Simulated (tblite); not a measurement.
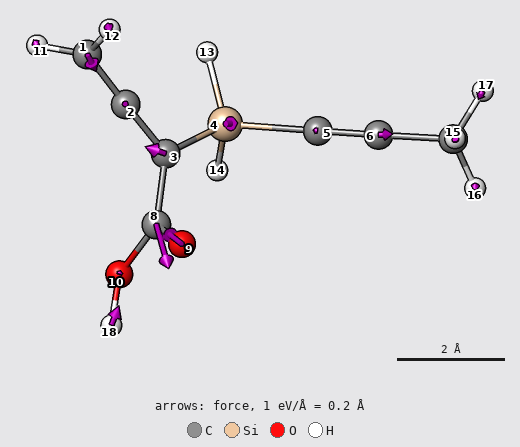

Starting geometry of C7H8O2Si with the computed forces as purple arrows. The picture is a ball-and-stick view, seen face on.

Theory: tblite 0.8.0, GFN2-xTB geometry optimisation, gas phase. 

> Is this structure relaxed? If not, where do the atoms go?

It isn't relaxed: the largest force vector, on a C atom, is 6.03 eV/Å. The final displacements have little in common with the starting forces (cosine between the two patterns 0.19). The atom that moves furthest after the best rigid fit is an H atom (1.83 Å). By element the largest moves are H 1.83 Å, O 1.62 Å, C 0.36 Å, Si 0.16 Å. Some distances before and after: C–Si 1.815 → 1.900 Å, C–O 1.276 → 1.206 Å, H–O 1.015 → 0.969 Å, C–O 1.383 → 1.349 Å. Among the angles between lasting bonds that change: C–O–H 124.2° → 110.3°, H–C–H 129.3° → 116.6°, Si–C–C 127.5° → 115.4°. Groups turn about C–C by about 70°. After 205 geometry steps the energy has fallen by 0.934 eV. The run took 1.6 s on 1 thread of Arm Neoverse V2 (shared host).
